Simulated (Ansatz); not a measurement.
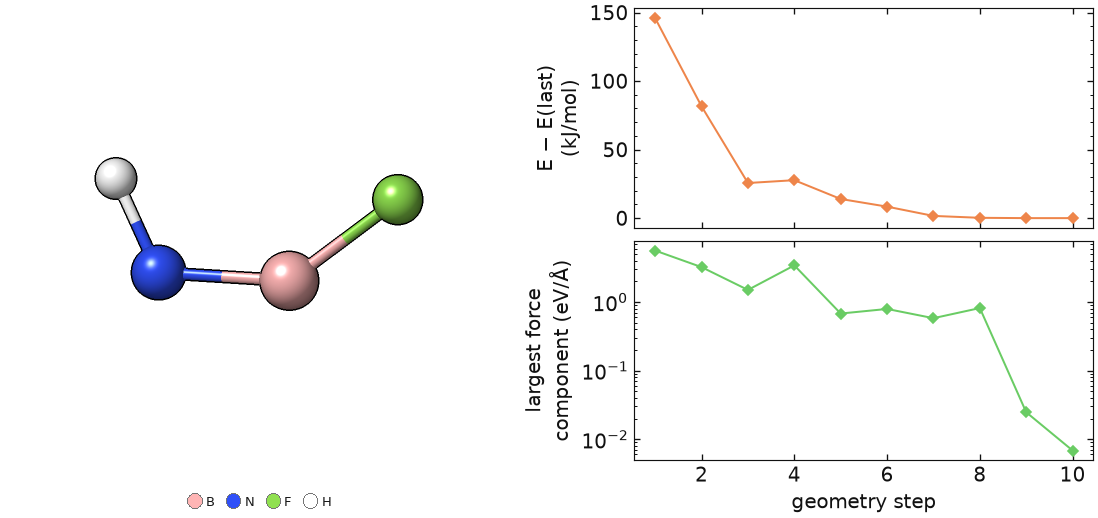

Beside the plot: the molecule at the start.

History of a geometry optimisation.

System: BFHN.
Method: Ansatz 0.2.0, RKS PBE0-D4/def2-TZVP.

How did the optimisation end?

The optimisation met its thresholds at geometry 10, counting the start as the first. The energy fell by about 150 kJ/mol from the first step to the last, with a rise at step 4. The largest force component goes from about 5.6 eV/Å at the start to 7 × 10⁻³ eV/Å at the end.
